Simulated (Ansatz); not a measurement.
**GeP2H+ (quintet): the correlation ladder, cc-pVDZ**

How much of the correlation energy of GeP2H+ (quintet) does each wave-function method recover here?

The runs use Ansatz 0.2.0, Gaussian basis; cc-pVDZ, core rule «outside noble gas», up to 24 orbitals frozen.

The runs, in order: UHF; CCSD(T) on ROHF; CCSD(T) on UHF; BCCD(T) on ROHF; CISD; CCSDT(Q) on ROHF; CCSDT(Q) on UHF; CASSCF and MRCISD+Q, 10 electrons in 11 orbitals; CASSCF and NEVPT2, 10 electrons in 11 orbitals.

25 further runs of the same task are left out: 12 that didn't finish, 13 set aside as unsound or not needed.

## (1) The geometry

The geometry is a PBE0/def2-TZVP stationary point (not a proven minimum) of the parent state, kept for this charge and spin. No spin-orbit coupling is included. The filled d shell of Ge may be among the frozen orbitals whatever the setting's name suggests; the logs give the count.

4 atoms, charge 1, spin multiplicity 5.

Atoms are counted from 1 here; the program's logs count them from 0.

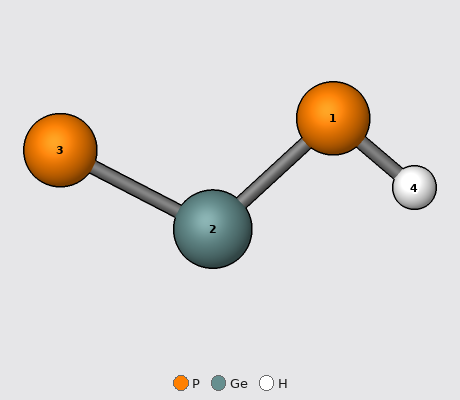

The geometry (phosphorus orange, germanium teal, hydrogen white); atoms are numbered from 1 in the order of the file.

In the tables R marks a restricted open-shell determinant and U an unrestricted one; 'valence' is the active space of 10 electrons in 11 orbitals; energies count from the table's Hartree-Fock row.

## (2) UHF

Input file in.yaml:

```yaml
crystal:
  periodic: [false, false, false]
  atoms:
    - {symbol: P, position_ang: [0.000000, -0.744588, 1.759041]}
    - {symbol: Ge, position_ang: [0.000000, 0.588281, 0.024091]}
    - {symbol: P, position_ang: [0.000000, -0.643960, -1.905161]}
    - {symbol: H, position_ang: [0.000000, 0.273623, 2.754085]}
basis:
  gaussian: {orbitals: cc-pVDZ}
total_charge: 1
magnetization: {spin_polarized: true, initial_magnetization: 4}
hamiltonian: {xc: hf}
output: {orbitals: {seedname: orbitals}}
```

Started as:

```
ansatz run in.yaml --threads 1 --pin off --events-out ev --progress --plain --max-ram 2393MiB
```

What it wrote:

```text
Functional definition: HF
  name "HF"
  cite "Fock, Z. Phys. 61, 126 (1930) doi:10.1007/BF01340294"
  parent pbe
  exchange = exact_x
  correlation = 0
759 factors; integrals over basis functions are off by at most 8.3e-4 eV
mean field evaluation 1: about -75022.5768 eV, gradient 8.6e0 eV
mean field evaluation 2: about -75022.5851 eV, gradient 8.6e0 eV
mean field evaluation 4: about -75023.6303 eV, gradient 1.8e0 eV
mean field evaluation 8: about -75023.7125 eV, gradient 1.8e-1 eV
mean field evaluation 16: about -75023.3619 eV, gradient 1.3e0 eV
mean field evaluation 32: about -75017.2268 eV, gradient 1.7e1 eV
mean field evaluation 64: about -75020.9268 eV, gradient 6.7e0 eV
mean field evaluation 96: about -75014.4682 eV, gradient 4.4e0 eV
mean field -75023.71496520 eV, -2757.0706720706 hartree, gradient 1.6e-5 eV, S^2 6.038870; 1 other end points of the search recorded, 0 dependent functions left out
reference -75023.71496520 eV, -2757.0706720706 hartree; 33, 29 occupied and 35, 39 virtual orbitals, 759 factors
Total energy: -75023.71496520 eV, -2757.0706720706 hartree
```

Wall time 8 s (1 thread of Arm Neoverse N1, shared host).

From the report: ⟨S²⟩ of the determinant 6.039 (pure quintet: 6.00).

## (3) CCSD(T) on ROHF

in.yaml, as its differences from that of step 2:

```diff
@@ -10,4 +10,3 @@
 total_charge: 1
-magnetization: {spin_polarized: true, initial_magnetization: 4}
-hamiltonian: {xc: hf}
-output: {orbitals: {seedname: orbitals}}
+magnetization: {spin_polarized: false, initial_magnetization: 4}
+correlation: {method: ccsd_t, electrons: outside_noble_gas}
```

Same command.

What it wrote (excerpt; [...] marks lines left out):

```text
Functional definition: HF
  name "HF"
  cite "Fock, Z. Phys. 61, 126 (1930) doi:10.1007/BF01340294"
  parent pbe
[...]
759 factors; integrals over basis functions are off by at most 8.3e-4 eV
[...]
mean field -75023.44462299 eV, -2757.0607371777 hartree, gradient 5.0e-6 eV, S^2 6.000000; 5 other end points of the search recorded, 0 dependent functions left out
[...]
determinant -75023.44462299 eV, -2757.0607371777 hartree, with singles and doubles -75031.07268988 eV, -2757.3410634653 hartree
determinant -75022.09779153 eV, -2757.0112420343 hartree, with singles and doubles -75030.23858962 eV, -2757.3104108461 hartree
determinant -75021.10269171 eV, -2756.9746727905 hartree, with singles and doubles -75028.97140696 eV, -2757.2638427424 hartree
24 core orbitals not correlated: weight in the atoms' cores, before any rotation towards them, 0.999 or more for the frozen orbitals, at most 0.000 for the correlated occupied ones
reference -75023.44462299 eV, -2757.0607371777 hartree; 9, 5 occupied and 35, 39 virtual orbitals, 759 factors
second order -6.21383081 eV of doubles, -0.14897526 eV of singles
cycle   1  -7.62809892 eV  change   -3.2e-5 eV  update   1.3e-3
[...]
cycle   8  -7.62867440 eV  change    9.2e-6 eV  update   5.0e-6
perturbative correction -0.29327059 eV, -0.0107774954 hartree
Total energy: -75031.36656799 eV, -2757.3518632866 hartree
```

Wall time 20 s (1 thread of Arm Neoverse N1, shared host).

From the report: correlation -7.9219 eV; T1 0.030; largest double amplitude 0.05.

## (4) CCSD(T) on UHF

in.yaml, as its differences from that of step 3:

```diff
@@ -10,3 +10,3 @@
 total_charge: 1
-magnetization: {spin_polarized: false, initial_magnetization: 4}
+magnetization: {spin_polarized: true, initial_magnetization: 4}
 correlation: {method: ccsd_t, electrons: outside_noble_gas}
```

Same command.

What it wrote (excerpt; [...] marks lines left out):

```text
Functional definition: HF
  name "HF"
  cite "Fock, Z. Phys. 61, 126 (1930) doi:10.1007/BF01340294"
  parent pbe
[...]
759 factors; integrals over basis functions are off by at most 8.3e-4 eV
[...]
mean field -75023.71496520 eV, -2757.0706720706 hartree, gradient 1.7e-6 eV, S^2 6.038870; 9 other end points of the search recorded, 0 dependent functions left out
determinant -75023.71496520 eV, -2757.0706720706 hartree, with singles and doubles -75031.08456889 eV, -2757.3415000109 hartree
determinant -75022.70259775 eV, -2757.0334682529 hartree, with singles and doubles -75030.27768073 eV, -2757.3118474180 hartree
determinant -75021.57509262 eV, -2756.9920332037 hartree, with singles and doubles -75029.28423748 eV, -2757.2753390519 hartree
determinant -75021.50809758 eV, -2756.9895711815 hartree, with singles and doubles -75028.97594953 eV, -2757.2640096788 hartree
determinant -75020.56318959 eV, -2756.9548464534 hartree, with singles and doubles -75027.44217074 eV, -2757.2076443480 hartree
24 core orbitals not correlated: weight in the atoms' cores, before any rotation towards them, 0.999 or more for the frozen orbitals, at most 0.000 for the correlated occupied ones
reference -75023.71496520 eV, -2757.0706720706 hartree; 9, 5 occupied and 35, 39 virtual orbitals, 759 factors
second order -6.03770864 eV of doubles, -0.00000000 eV of singles
cycle   1  -7.36971298 eV  change   -1.1e-4 eV  update   1.8e-3
[...]
cycle   9  -7.37053930 eV  change   -5.8e-6 eV  update   6.0e-6
perturbative correction -0.28304208 eV, -0.0104016044 hartree
Total energy: -75031.36854658 eV, -2757.3519359985 hartree
```

It took 24 s on 1 thread of Arm Neoverse N1, shared host.

From the report: ⟨S²⟩ of the determinant 6.039 (pure quintet: 6.00); correlation -7.6536 eV; T1 0.027; largest double amplitude 0.05.

## (5) BCCD(T) on ROHF

in.yaml, as its differences from that of step 4:

```diff
@@ -10,3 +10,3 @@
 total_charge: 1
-magnetization: {spin_polarized: true, initial_magnetization: 4}
-correlation: {method: ccsd_t, electrons: outside_noble_gas}
+magnetization: {spin_polarized: false, initial_magnetization: 4}
+correlation: {method: bccd_t, electrons: outside_noble_gas}
```

The command is unchanged.

What it wrote (excerpt; [...] marks lines left out):

```text
Functional definition: HF
  name "HF"
  cite "Fock, Z. Phys. 61, 126 (1930) doi:10.1007/BF01340294"
  parent pbe
[...]
759 factors; integrals over basis functions are off by at most 8.3e-4 eV
[...]
mean field -75023.44462299 eV, -2757.0607371777 hartree, gradient 5.0e-6 eV, S^2 6.000000; 5 other end points of the search recorded, 0 dependent functions left out
[...]
determinant -75023.44462299 eV, -2757.0607371777 hartree, with singles and doubles -75031.07268988 eV, -2757.3410634653 hartree
determinant -75022.09779153 eV, -2757.0112420343 hartree, with singles and doubles -75030.23858962 eV, -2757.3104108461 hartree
determinant -75021.10269171 eV, -2756.9746727905 hartree, with singles and doubles -75028.97140696 eV, -2757.2638427424 hartree
24 core orbitals not correlated: weight in the atoms' cores, before any rotation towards them, 0.999 or more for the frozen orbitals, at most 0.000 for the correlated occupied ones
reference -75023.44462299 eV, -2757.0607371777 hartree; 9, 5 occupied and 35, 39 virtual orbitals, 759 factors
second order -6.21383081 eV of doubles, -0.14897526 eV of singles
cycle   1  -7.62522438 eV  change    2.8e-3 eV  update   1.2e-2
[...]
cycle  11  -7.62156437 eV  change   -8.4e-6 eV  update   1.6e-5
perturbative correction -0.30104265 eV, -0.0110631132 hartree
Total energy: -75031.36723001 eV, -2757.3518876156 hartree
```

Run time: 21 s. Hardware: 1 thread of Arm Neoverse N1, shared host.

From the report: correlation -7.9226 eV; largest double amplitude 0.05.

## (6) CISD

in.yaml, as its differences from that of step 5:

```diff
@@ -11,2 +11,2 @@
 magnetization: {spin_polarized: false, initial_magnetization: 4}
-correlation: {method: bccd_t, electrons: outside_noble_gas}
+correlation: {active_space: {ras: {orbitals: [5, 4, 35], electrons: 14, max_holes: 2, max_particles: 2}, fixed_orbitals: true}}
```

Same command.

What it wrote:

```text
Functional definition: HF
  name "HF"
  cite "Fock, Z. Phys. 61, 126 (1930) doi:10.1007/BF01340294"
  parent pbe
  exchange = exact_x
  correlation = 0
759 factors; integrals over basis functions are off by at most 8.3e-4 eV
mean field evaluation 1: about -75022.5532 eV, gradient 9.5e0 eV
mean field evaluation 2: about -75022.5612 eV, gradient 9.5e0 eV
mean field evaluation 4: about -75023.3896 eV, gradient 2.2e0 eV
mean field evaluation 8: about -75023.4446 eV, gradient 3.4e-3 eV
mean field evaluation 16: about -75023.3139 eV, gradient 1.6e0 eV
mean field -75023.44462299 eV, -2757.0607371777 hartree, gradient 5.0e-6 eV, S^2 6.000000; 3 other end points of the search recorded, 0 dependent functions left out
reference -75023.44462299 eV, -2757.0607371777 hartree; 33, 29 occupied and 35, 39 virtual orbitals, 759 factors
state -75030.26804749 eV, -2757.3114934030 hartree
Total energy: -75030.26804749 eV, -2757.3114934030 hartree
```

It took 39 s on 1 thread of Arm Neoverse N1, shared host.

From the report: 413,494 determinants.

## (7) CCSDT(Q) on ROHF

in.yaml, as its differences from that of step 6:

```diff
@@ -11,2 +11,2 @@
 magnetization: {spin_polarized: false, initial_magnetization: 4}
-correlation: {active_space: {ras: {orbitals: [5, 4, 35], electrons: 14, max_holes: 2, max_particles: 2}, fixed_orbitals: true}}
+correlation: {method: ccsdt_q, electrons: outside_noble_gas}
```

The command is unchanged.

What it wrote (excerpt; [...] marks lines left out):

```text
Functional definition: HF
  name "HF"
  cite "Fock, Z. Phys. 61, 126 (1930) doi:10.1007/BF01340294"
  parent pbe
[...]
1343 factors; integrals over basis functions are off by at most 2.0e-7 eV
[...]
mean field -75023.44480282 eV, -2757.0607437862 hartree, gradient 2.1e-6 eV, S^2 6.000000; 6 other end points of the search recorded, 0 dependent functions left out
[...]
determinant -75023.44480282 eV, -2757.0607437862 hartree, with singles and doubles -75031.07287729 eV, -2757.3410703526 hartree
determinant -75022.09796886 eV, -2757.0112485511 hartree, with singles and doubles -75030.23877037 eV, -2757.3104174885 hartree
determinant -75021.48663553 eV, -2756.9887824657 hartree, with singles and doubles -75030.14753057 eV, -2757.3070644879 hartree
determinant -75021.10288452 eV, -2756.9746798760 hartree, with singles and doubles -75028.97160959 eV, -2757.2638501889 hartree
24 core orbitals not correlated: weight in the atoms' cores, before any rotation towards them, 0.999 or more for the frozen orbitals, at most 0.000 for the correlated occupied ones
reference -75023.44480282 eV, -2757.0607437862 hartree; 9, 5 occupied and 35, 39 virtual orbitals, 1343 factors
second order -6.21385057 eV of doubles, -0.14897497 eV of singles
cycle   1  -7.23821287 eV  change   -8.7e-1 eV  update   1.0e-1
[...]
cycle  20  -7.97734705 eV  change   -9.1e-7 eV  update   1.1e-6
perturbative correction -0.02161926 eV, -0.0007944930 hartree
Total energy: -75031.44376912 eV, -2757.3547003761 hartree
```

Wall time 2.4 min (1 thread of Arm Neoverse N1, shared host); peak memory 0.89 GiB.

From the report: correlation -7.9990 eV; T1 0.033; largest double amplitude 0.08.

## (8) CCSDT(Q) on UHF

in.yaml, as its differences from that of step 7:

```diff
@@ -10,3 +10,3 @@
 total_charge: 1
-magnetization: {spin_polarized: false, initial_magnetization: 4}
+magnetization: {spin_polarized: true, initial_magnetization: 4}
 correlation: {method: ccsdt_q, electrons: outside_noble_gas}
```

Same command.

What it wrote (excerpt; [...] marks lines left out):

```text
Functional definition: HF
  name "HF"
  cite "Fock, Z. Phys. 61, 126 (1930) doi:10.1007/BF01340294"
  parent pbe
[...]
1343 factors; integrals over basis functions are off by at most 2.0e-7 eV
[...]
mean field -75023.71514465 eV, -2757.0706786654 hartree, gradient 2.8e-6 eV, S^2 6.038869; 9 other end points of the search recorded, 0 dependent functions left out
determinant -75023.71514465 eV, -2757.0706786654 hartree, with singles and doubles -75031.08475659 eV, -2757.3415069090 hartree
determinant -75022.70277429 eV, -2757.0334747409 hartree, with singles and doubles -75030.27785406 eV, -2757.3118537877 hartree
determinant -75021.57527308 eV, -2756.9920398356 hartree, with singles and doubles -75029.28442352 eV, -2757.2753458887 hartree
determinant -75021.50829377 eV, -2756.9895783914 hartree, with singles and doubles -75028.97615034 eV, -2757.2640170582 hartree
determinant -75020.56338526 eV, -2756.9548536441 hartree, with singles and doubles -75027.44241010 eV, -2757.2076531443 hartree
24 core orbitals not correlated: weight in the atoms' cores, before any rotation towards them, 0.999 or more for the frozen orbitals, at most 0.000 for the correlated occupied ones
reference -75023.71514465 eV, -2757.0706786654 hartree; 9, 5 occupied and 35, 39 virtual orbitals, 1343 factors
second order -6.03772683 eV of doubles, -0.00000000 eV of singles
cycle   1  -6.93991032 eV  change   -9.0e-1 eV  update   1.1e-1
[...]
cycle  20  -7.71141225 eV  change   -1.3e-6 eV  update   1.6e-6
perturbative correction -0.02239442 eV, -0.0008229799 hartree
Total energy: -75031.44895133 eV, -2757.3548908185 hartree
```

It took 2.3 min on 1 thread of Arm Neoverse N1, shared host; peak memory 0.67 GiB.

From the report: ⟨S²⟩ of the determinant 6.039 (pure quintet: 6.00); correlation -7.7338 eV; T1 0.030; largest double amplitude 0.08.

## (9) CASSCF and MRCISD+Q, 10 electrons in 11 orbitals

in.yaml, as its differences from that of step 8:

```diff
@@ -10,3 +10,3 @@
 total_charge: 1
-magnetization: {spin_polarized: true, initial_magnetization: 4}
-correlation: {method: ccsdt_q, electrons: outside_noble_gas}
+magnetization: {spin_polarized: false, initial_magnetization: 4}
+correlation: {method: fic_mrcisd_q, electrons: outside_noble_gas, active_space: {window: {electrons: 10, orbitals: 11}, shells: [{species: Ge, l: s, shell: 4}, {species: Ge, l: p, shell: 4}, {species: H, l: s, shell: 1}, {species: P, l: p, shell: 3}]}}
```

Launched as before.

What it wrote (excerpt; [...] marks lines left out):

```text
Functional definition: HF
  name "HF"
  cite "Fock, Z. Phys. 61, 126 (1930) doi:10.1007/BF01340294"
  parent pbe
[...]
1343 factors; integrals over basis functions are off by at most 2.0e-7 eV
[...]
mean field -75023.44480282 eV, -2757.0607437862 hartree, gradient 2.1e-6 eV, S^2 6.000000; 4 other end points of the search recorded, 0 dependent functions left out
reference -75023.44480282 eV, -2757.0607437862 hartree; 33, 29 occupied and 35, 39 virtual orbitals, 1343 factors
state -75025.09504400 eV, -2757.1213890311 hartree
contracted CI cycle   1: correlation 0.00000000 eV, 0.0000000000 hartree, residual 1.69e1 eV
contracted CI cycle   2: correlation -5.41098011 eV, -0.1988498513 hartree, residual 3.11e0 eV
contracted CI cycle   3: correlation -5.59321357 eV, -0.2055468075 hartree, residual 6.80e-1 eV
contracted CI cycle   4: correlation -5.60214888 eV, -0.2058751741 hartree, residual 1.90e-1 eV
contracted CI cycle   5: correlation -5.60280620 eV, -0.2058993300 hartree, residual 5.25e-2 eV
contracted CI cycle   6: correlation -5.60285473 eV, -0.2059011136 hartree, residual 1.48e-2 eV
contracted CI cycle   7: correlation -5.60285842 eV, -0.2059012491 hartree, residual 4.47e-3 eV
contracted CI cycle   8: correlation -5.60285874 eV, -0.2059012609 hartree, residual 1.39e-3 eV
state -75025.09504400 eV, -2757.1213890311 hartree; corrected -75031.37737800 eV, -2757.3522605471 hartree
Total energy: -75031.37737800 eV, -2757.3522605471 hartree
Checks for a lower state left out: starts, orbital_swaps
```

Wall time 49 s (1 thread of Arm Neoverse N1, shared host); peak memory 1 GiB.

From the report: 27,170 determinants; active occupations 1.97, 1.96, 1.95, 1.01, 1.00, 0.99, 0.99, 0.04, 0.04, 0.03, 0.02.

## (10) CASSCF and NEVPT2, 10 electrons in 11 orbitals

Input file in.yaml:

```yaml
crystal:
  periodic: [false, false, false]
  atoms:
    - {symbol: P, position_ang: [0.000000, -0.744588, 1.759041]}
    - {symbol: Ge, position_ang: [0.000000, 0.588281, 0.024091]}
    - {symbol: P, position_ang: [0.000000, -0.643960, -1.905161]}
    - {symbol: H, position_ang: [0.000000, 0.273623, 2.754085]}
basis:
  gaussian: {orbitals: cc-pVDZ}
total_charge: 1
magnetization: {spin_polarized: false, initial_magnetization: 4}
correlation: {method: sc_nevpt2, electrons: outside_noble_gas, active_space: {window: {electrons: 10, orbitals: 11}, shells: [{species: Ge, l: s, shell: 4}, {species: Ge, l: p, shell: 4}, {species: H, l: s, shell: 1}, {species: P, l: p, shell: 3}]}}
```

Launched as before.

What it wrote:

```text
Functional definition: HF
  name "HF"
  cite "Fock, Z. Phys. 61, 126 (1930) doi:10.1007/BF01340294"
  parent pbe
  exchange = exact_x
  correlation = 0
1343 factors; integrals over basis functions are off by at most 2.0e-7 eV
mean field evaluation 1: about -75022.5267 eV, gradient 9.5e0 eV
mean field evaluation 2: about -75022.5607 eV, gradient 9.5e0 eV
mean field evaluation 4: about -75023.3893 eV, gradient 2.2e0 eV
mean field evaluation 8: about -75023.4430 eV, gradient 2.6e-1 eV
mean field evaluation 16: about -75022.5573 eV, gradient 4.4e0 eV
mean field evaluation 32: about -75022.1871 eV, gradient 7.3e-1 eV
mean field -75023.44480282 eV, -2757.0607437862 hartree, gradient 2.1e-6 eV, S^2 6.000000; 4 other end points of the search recorded, 0 dependent functions left out
reference -75023.44480282 eV, -2757.0607437862 hartree; 33, 29 occupied and 35, 39 virtual orbitals, 1343 factors
state -75025.09504400 eV, -2757.1213890311 hartree
state -75025.09504400 eV, -2757.1213890311 hartree; corrected -75030.13664937 eV, -2757.3066646113 hartree
Total energy: -75030.13664937 eV, -2757.3066646113 hartree
Checks for a lower state left out: starts, orbital_swaps
```

It took 35 s on 1 thread of Arm Neoverse N1, shared host.

From the report: 27,170 determinants; active occupations 1.97, 1.96, 1.95, 1.01, 1.00, 0.99, 0.99, 0.04, 0.04, 0.03, 0.02.

## (11) How many determinants matter

Natural occupations of the CASSCF valence state about the gap (report; correlated orbitals 1 to 10): 1.974, 1.963, 1.952, 1.007, 1.000, 0.995, 0.989, 0.037, 0.035, 0.027. The count of effectively unpaired electrons, Σ n²(2 − n)², is 4.03; a single determinant of this spin has 4.

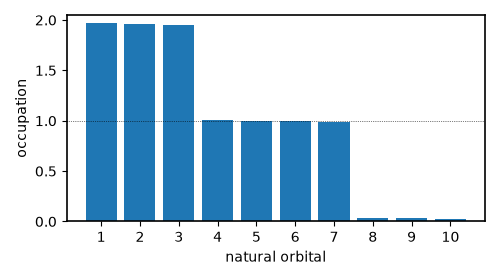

Natural occupations of the CASSCF valence state.

## (12) Misses and costs

The yardstick is UCCSDT(Q), where the cluster series has nearly closed. Rows without a time come out of other runs: HF, MP2 and CCSD of CCSD(T), CCSDT of CCSDT(Q), CASSCF and MRCISD of the multireference runs.

Differences are taken before rounding.

| method | energy from the lowest ROHF (kcal/mol) | from UCCSDT(Q) (kcal/mol) | time |
| --- | --- | --- | --- |
| ROHF | 0.00 | +184.58 |  |
| UHF | -6.23 | +178.35 |  |
| RMP2 | -146.73 | +37.85 |  |
| UMP2 | -145.47 | +39.12 |  |
| CISD | -157.35 | +27.23 | 39 s |
| RCCSD | -175.92 | +8.66 |  |
| UCCSD | -176.20 | +8.38 |  |
| RCCSD(T) | -182.68 | +1.90 | 20 s |
| UCCSD(T) | -182.73 | +1.85 | 24 s |
| BCCD(T) | -182.70 | +1.88 | 21 s |
| RCCSDT | -183.97 | +0.62 |  |
| UCCSDT | -184.07 | +0.52 |  |
| RCCSDT(Q) | -184.46 | +0.12 | 2.4 min |
| UCCSDT(Q) | -184.58 | 0 | 2.3 min |
| CASSCF valence | -38.06 | +146.52 |  |
| NEVPT2 valence | -154.32 | +30.26 | 35 s |
| MRCISD valence | -167.26 | +17.32 |  |
| MRCISD+Q valence | -182.93 | +1.65 | 49 s |

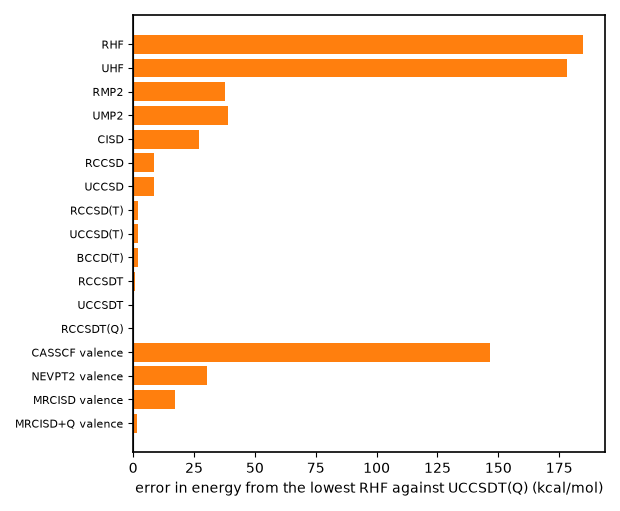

Deviations from UCCSDT(Q), method by method.

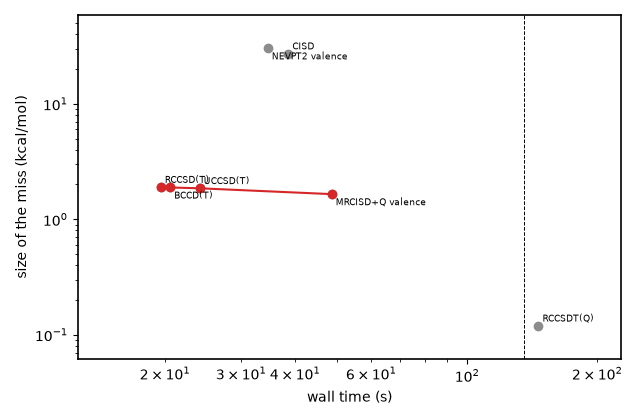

Accuracy for the time spent; red marks the levels that beat every quicker one drawn (of those quicker than the yardstick), and the dashed line is the time of UCCSDT(Q). Times are from a shared host.

## (13) What came out

| quantity | value |
| --- | --- |
| UCCSDT(Q) from the ROHF energy | -8.0043 eV |
| RMP2 from UCCSDT(Q) | +37.85 kcal/mol |
| UMP2 from UCCSDT(Q) | +39.12 kcal/mol |
| RCCSD from UCCSDT(Q) | +8.66 kcal/mol |
| RCCSD(T) from UCCSDT(Q) | +1.90 kcal/mol |
| UCCSD(T) from UCCSDT(Q) | +1.85 kcal/mol |
| RCCSDT(Q) from UCCSDT(Q) | +0.12 kcal/mol |
| NEVPT2 valence from UCCSDT(Q) | +30.26 kcal/mol |
| MRCISD+Q valence from UCCSDT(Q) | +1.65 kcal/mol |
| levels within 1 kcal/mol (43 meV) | RCCSDT, UCCSDT, RCCSDT(Q) |
| T1 diagnostic | 0.030 |
| effectively unpaired electrons | 4.03 |

**Reading.** RCCSD(T) misses by +1.90 kcal/mol, 1.0 % of the correlation energy. One determinant dominates. Of the multireference levels listed MRCISD+Q valence comes nearest in total energy (+1.65 kcal/mol), which doesn't show that its space is the better one. These misses are within one basis, not against nature; the frozen cores of restricted and unrestricted runs differ, which can shift their rows.

With open shells the CI space here admits some triples and quadruples, so it is larger than plain CISD.

For cost: MRCISD+Q valence gets within 1.65 kcal/mol in 49 s, where UCCSDT(Q) took 2.3 min; the quickest level in the cost chart, RCCSD(T), takes 20 s and misses by 1.90 kcal/mol.
